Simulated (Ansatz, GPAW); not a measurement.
# How CrSnS3 (model structure) absorbs and reflects light, part 3 of 3

Aim: the dielectric function of CrSnS3 (model structure), and the optical constants that follow from it. The structure is a model built here, which may or may not match a known phase. It was built so: All O replaced by S and Pb replaced by Sn in the Pm-3m structure of CrPbO3. The cell is first relaxed with Ansatz.

GPAW 26.7.0; DFT, RPBE, plane-wave PAW (GPAW data sets), scalar-relativistic, RPA, optical limit.

So far. Step 3 (Ground state): There are states at the Fermi level within the smearing, so the occupations stay smeared and the carriers get a Drude term.

## (5) Dielectric function, RPA

Local fields let the induced charge screen the field inside the cell, which as a rule lowers ε, most along directions where the density is uneven.

This step: DFT, RPBE, plane-wave PAW (GPAW data sets), scalar-relativistic, RPA, optical limit (GPAW 26.7.0).

File df.py:

```python
from gpaw.response.df import DielectricFunction

df = DielectricFunction('full.gpw', frequencies={'type': 'nonlinear', 'domega0': 0.03, 'omega2': 8},
                        ecut=50,
                        eta=0.2,
                        nbands=54,
                        rate=0.03,
                        txt='df.txt')
for direction in ['x']:
    df.get_dielectric_function(xc='RPA', direction=direction, filename=f'df_{direction}.csv')
```

The run is started by

```console
OMP_NUM_THREADS=1 python df.py
```

Output:

```text
Using integrator: PointIntegrator
NonLinearFrequencyDescriptor(from 0.000 to 42.305 eV, 443 points)
Nonperiodic BCs:  [False False False]
Using integrator: PointIntegrator
NonLinearFrequencyDescriptor(from 0.000 to 42.305 eV, 443 points)
Nonperiodic BCs:  [False False False]
Using integrator: PointIntegrator

Calculating chi0 body with:
    Ground state adapter containing:
    Number of spins: 2
    Number of kpoints: 512
    Number of irreducible kpoints: 35
    Number of completely occupied states: 15
    Number of partially occupied states: 23

    Linear response parametrization:
    q_c: [0.0, 0.0, 0.0]
    Number of frequency points: 443
    Planewave cutoff: 50.0
    Number of bands: 54
    Number of planewaves: 81
    Broadening (eta): 0.2

Integrating chi0 body.

Symmetries of q_c:
    Direct symmetries (Uq -> q): 48
    Indirect symmetries (TUq -> q): 0
In total 48 allowed symmetries.

35 groups of equivalent kpoints. 93.1640625% reduction.

Integral kind: spectral function

Calculating chi0 optical extensions with:
    Ground state adapter containing:
    Number of spins: 2
    Number of kpoints: 512
    Number of irreducible kpoints: 35
    Number of completely occupied states: 15
    Number of partially occupied states: 23

    Linear response parametrization:
    Number of frequency points: 443
    Planewave cutoff: 50.0
    Number of bands: 54
    Number of planewaves: 81
    Broadening (eta): 0.2
Integrating chi0 head and wings.

Symmetries of q_c:
    Direct symmetries (Uq -> q): 48
    Indirect symmetries (TUq -> q): 0
In total 48 allowed symmetries.

35 groups of equivalent kpoints. 93.1640625% reduction.

Integral kind: spectral function wings

Calculating drude chi0 with:
    Number of frequency points:443
    Plasma frequency decay rate: 0.03 eV

    Ground state adapter containing:
    Number of spins: 2
    Number of kpoints: 512
    Number of irreducible kpoints: 35
    Number of completely occupied states: 15
    Number of partially occupied states: 23

Symmetries of q_c:
    Direct symmetries (Uq -> q): 48
    Indirect symmetries (TUq -> q): 0
In total 48 allowed symmetries.

35 groups of equivalent kpoints. 93.1640625% reduction.

Integral kind: intraband
Plasma frequency:
[[3.17+0.j 0.  +0.j 0.  +0.j]
 [0.  +0.j 3.17+0.j 0.  +0.j]
 [0.  +0.j 0.  +0.j 3.17+0.j]]
```

Wall time 39 s (1 thread of Arm Neoverse V2, shared host); peak memory 0.44 GiB.

The Im ε, E ∥ x has structure finer than the step of the table below, so its rows give means over 2 eV, whole bins alone (the curve runs from 0.305 to 18.5 eV). Peaks (eV: height): 2.1: 15.5.

Sum at mesh points, not converged in k. Table of Im ε, E ∥ x by photon energy; means over each step:

| photon energy (eV) | Im ε, E ∥ x |
| --- | --- |
| 2 | 12.4 |
| 4 | 8.73 |
| 6 | 3.24 |
| 8 | 3.03 |
| 10 | 2.68 |
| 12 | 2.16 |
| 14 | 1.43 |
| 16 | 1.25 |

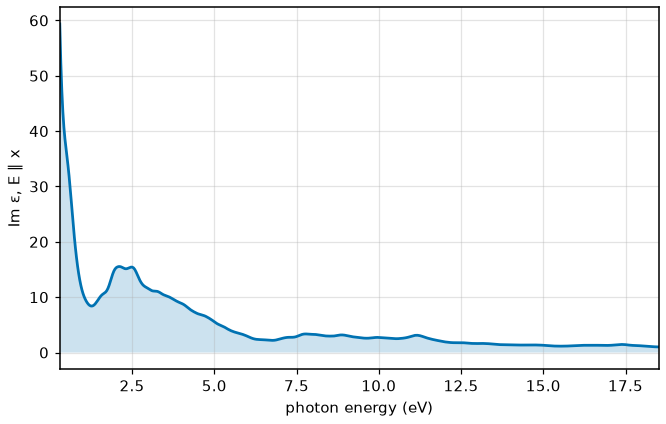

Im ε, E ∥ x against photon energy.

Values under 1 per cm are given as 1; sum at mesh points, not converged in k. Absorption coefficient, E ∥ x against photon energy:

| photon energy (eV) | absorption coefficient, E ∥ x (1/cm) |
| --- | --- |
| 1.01 | 2.7e5 |
| 1.99 | 4.2e5 |
| 3.02 | 7.1e5 |
| 3.98 | 9.2e5 |
| 4.98 | 1.0e6 |
| 6.02 | 9.1e5 |
| 6.99 | 6.7e5 |
| 8.03 | 9.6e5 |
| 9.02 | 1.1e6 |
| 10.03 | 1.1e6 |
| 11.03 | 1.3e6 |
| 12.02 | 1.4e6 |
| 13.00 | 1.3e6 |
| 14.04 | 1.2e6 |
| 14.96 | 1.3e6 |
| 16.03 | 1.2e6 |
| 16.96 | 1.3e6 |
| 18.05 | 1.6e6 |

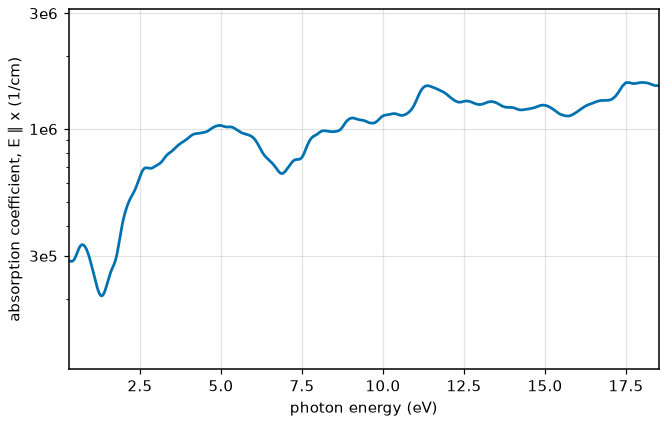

Absorption coefficient, E ∥ x against photon energy.

Sum at mesh points, not converged in k. Table of reflectivity at normal incidence, E ∥ x by photon energy; read off at these points:

| photon energy (eV) | reflectivity at normal incidence, E ∥ x (%) |
| --- | --- |
| 1.0 | 51.4 |
| 2.0 | 43.8 |
| 2.6 | 46.9 |
| 3.0 | 43.4 |
| 4.0 | 43.7 |
| 5.0 | 44.0 |
| 6.0 | 37.0 |
| 7.0 | 16.0 |
| 8.0 | 21.8 |
| 9.0 | 23.3 |
| 10.0 | 21.0 |
| 11.0 | 21.6 |
| 11.6 | 29.1 |
| 12.0 | 27.7 |
| 13.0 | 21.7 |
| 14.0 | 19.7 |
| 15.0 | 18.5 |
| 16.0 | 13.8 |
| 17.0 | 15.3 |
| 18.0 | 22.5 |

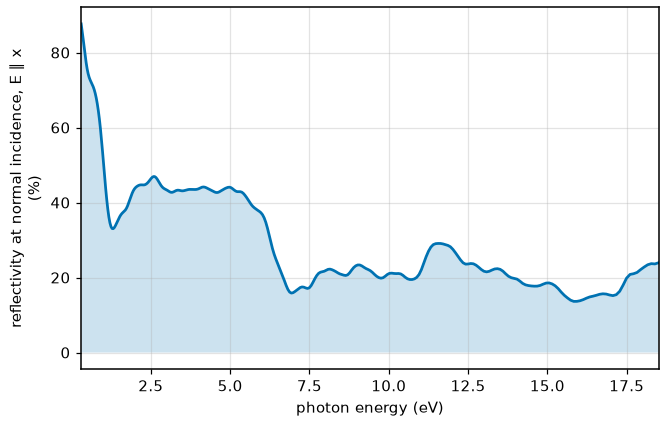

Reflectivity at normal incidence, E ∥ x against photon energy.

The loss function −Im 1/ε at q → 0, E ∥ x has structure finer than the step of the table below, so its rows give means over 1 eV, whole bins alone (the curve runs from 0.305 to 18.5 eV). Peaks (eV: height): 6.7: 0.451, 15.4: 0.868.

Sum at mesh points, not converged in k. The loss function −Im 1/ε at q → 0, E ∥ x by energy loss; means over each step:

| energy loss (eV) | loss function −Im 1/ε at q → 0, E ∥ x |
| --- | --- |
| 1 | 0.0650 |
| 2 | 0.0554 |
| 3 | 0.0834 |
| 4 | 0.112 |
| 5 | 0.159 |
| 6 | 0.304 |
| 7 | 0.383 |
| 8 | 0.303 |
| 9 | 0.337 |
| 10 | 0.377 |
| 11 | 0.354 |
| 12 | 0.473 |
| 13 | 0.596 |
| 14 | 0.715 |
| 15 | 0.784 |
| 16 | 0.793 |
| 17 | 0.741 |
| 18 | 0.816 |

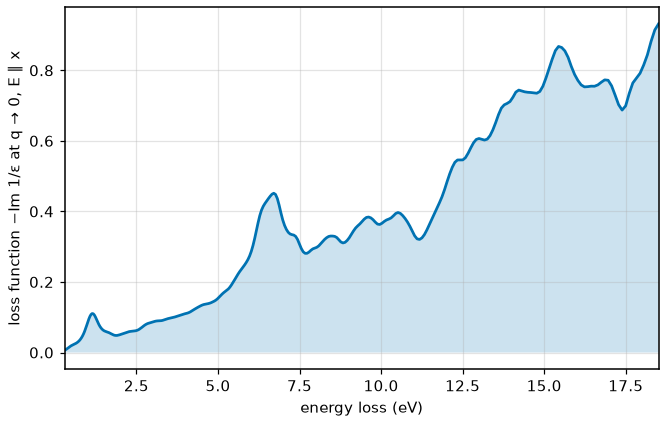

Loss function −Im 1/ε at q → 0, E ∥ x against energy loss.

Sum at mesh points, not converged in k. Table of Im ε, E ∥ x by photon energy; read off at these points:

| photon energy (eV) | without local fields | with local fields |
| --- | --- | --- |
| 1.0 | 11.1 | 10.9 |
| 2.0 | 16.2 | 15.2 |
| 2.1 | 16.6 | 15.5 |
| 3.0 | 12.5 | 11.5 |
| 4.0 | 9.68 | 8.88 |
| 5.0 | 6.11 | 5.56 |
| 6.0 | 3.28 | 2.95 |
| 7.0 | 2.91 | 2.45 |
| 7.8 | 4.13 | 3.35 |
| 8.0 | 4.08 | 3.28 |
| 9.0 | 3.80 | 3.09 |
| 10.0 | 3.55 | 2.72 |
| 11.0 | 3.79 | 2.95 |
| 12.0 | 2.65 | 1.93 |
| 13.0 | 2.44 | 1.62 |
| 14.0 | 2.10 | 1.38 |
| 15.0 | 1.60 | 1.31 |
| 16.0 | 1.27 | 1.25 |
| 17.0 | 0.751 | 1.29 |
| 18.0 | 0.440 | 1.20 |

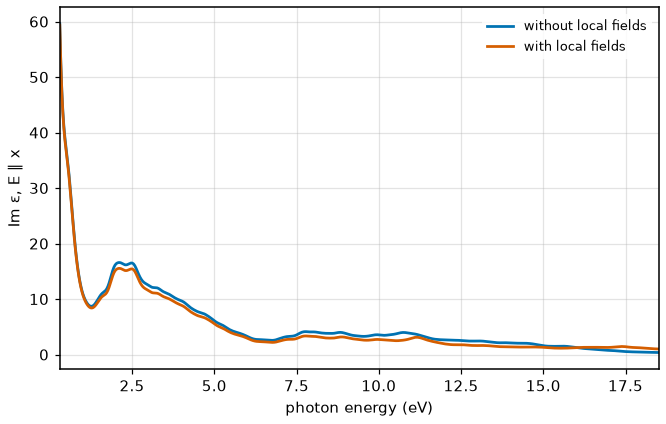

Im ε, E ∥ x against photon energy.

Optical constants at common wavelengths, from n + ik = √ε:

| wavelength (nm) | n | k | R (%) | 1/α |
| --- | --- | --- | --- | --- |
| 1064 | 2.29 | 1.920 | 36.9 | 44 nm |
| 800 | 3.25 | 1.564 | 36.6 | 41 nm |
| 532 | 3.22 | 2.353 | 44.8 | 18 nm |
| 450 | 2.60 | 2.473 | 45.5 | 14 nm |
| 405 | 2.45 | 2.302 | 43.0 | 14 nm |
| 248 | 1.36 | 2.040 | 44.0 | 9.7 nm |
| 193 | 1.00 | 1.164 | 25.3 | 13 nm |

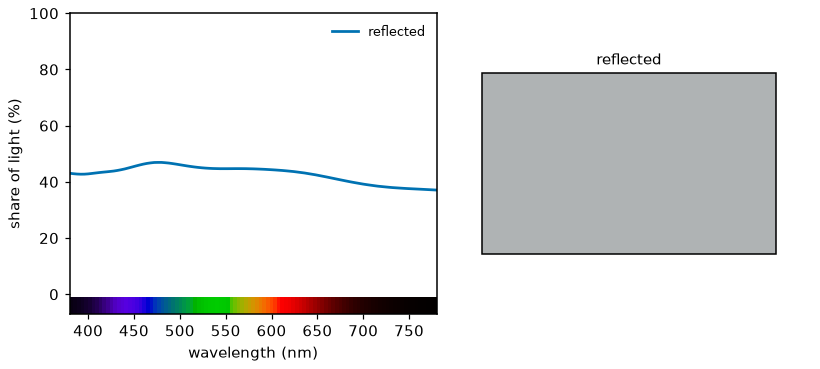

Light reflected across the visible range, with the colour that it makes of daylight (sRGB).

A polished face would reflect 45 % of daylight and look light grey (CIE x = 0.309, y = 0.328 under D65).

## (6) Outcome

**Reading.** At this level (RPBE, RPA) CrSnS3 is a metal. The mesh is too coarse to trust the carriers' weight, the reflectivity or the colour to better than tens of per cent. The cell shrank by 1.0 % in volume. A polished face would reflect 45 % of daylight and look light grey (CIE x = 0.309, y = 0.328 under D65). The carriers' damping of 0.03 eV is typed, not computed; it shapes the response at the lowest energies. Spin-orbit coupling is left out although heavy atoms are present. The magnetic state comes from one start and need not be the lowest. The curves end at 19 eV, about where the summed bands run out. In this version of GPAW the matrix elements of the optical limit are incomplete, which can lower ε − 1 by up to a tenth where first-row anions or d states rule, and shift it by more in d metals. GPAW's carrier term has the form −ωp²/(ω + i·rate)², which damps like twice the rate and fails at low energy, so the curves leave the lowest energies out. The sum runs over mesh points 0.17 Å⁻¹ apart with no interpolation, so peaks are partly noise of the mesh, and the Drude plasma energy, a sum over the Fermi surface, isn't converged.

[Machine, clock and banner lines and Python warnings are left out of the logs.]

[Logs are printed without paths, hosts, clocks, repeated set-up lines and the standing remarks that a program may print on its own settings, such as how far it seeks lower states.]

[Hosts, paths, dates, database ids (printed as entryN), source tags and the programs' standing remarks are cut or masked in the printed files.]
